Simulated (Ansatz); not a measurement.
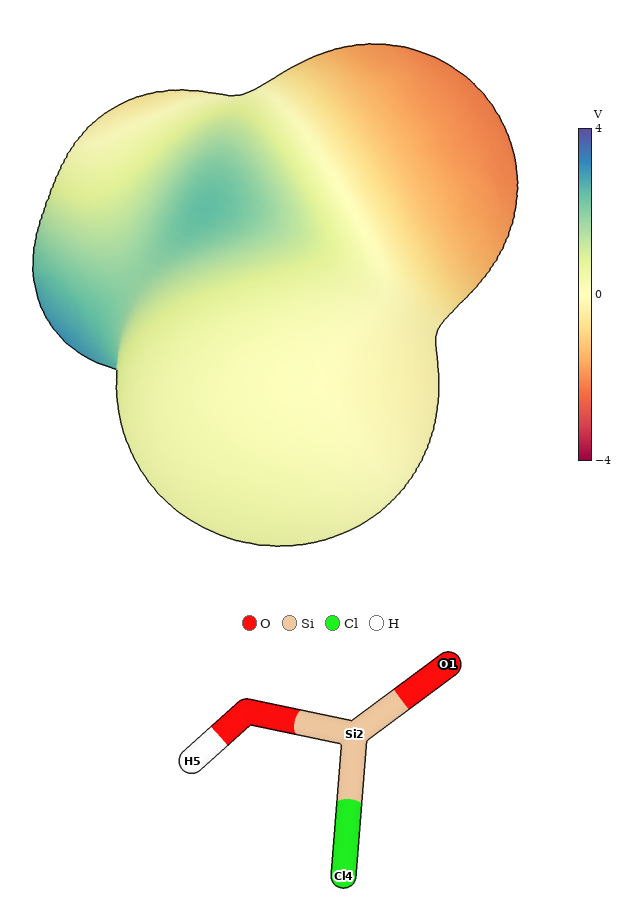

The picture shows: ClHO$_{2}$Si (SMILES O=[Si](O)Cl). The electrostatic potential painted on the density surface at 0.001 e/bohr³, seen at a tilt; red is negative and blue positive. The bare structure is drawn below in the same view.

These are results of RKS BHLYP/def2-SVP in Ansatz 0.2.0, not measurements.

Input file:

```
crystal:
  periodic: [false, false, false]
  atoms:
    - { symbol: O, position_ang: [-0.77494, -1.68199, 0.75126] }
    - { symbol: Si, position_ang: [-0.32784, -0.39346, 0.12627] }
    - { symbol: O, position_ang: [1.14547, 0.21941, 0.24998] }
    - { symbol: Cl, position_ang: [-1.46789, 0.81347, -0.97714] }
    - { symbol: H, position_ang: [1.4252, 1.04257, -0.15038] }
basis:
  gaussian: { orbitals: def2-SVP }
hamiltonian:
  xc: { name: BHLYP }
relax:
  f_tol: 0.02
  max_steps: 40
scf:
  lower_state_search: "off"
output:
  orbitals: {}
```

Command:

```sh
ansatz run input.yaml --threads 1 --pin off --max-ram 2048MiB --backend cpu --events-out ev --progress --plain --runs-dir out
```

The fields are those of the relaxed geometry.

**Which sites attract a positive test charge, and which a negative one?**

A positive charge is drawn to the negative regions and a negative charge to the positive ones. The most negative region (about −2.1 V) lies over O1, the most positive (about +3.0 V) over H5. O1 is the likeliest acceptor of a hydrogen bond.
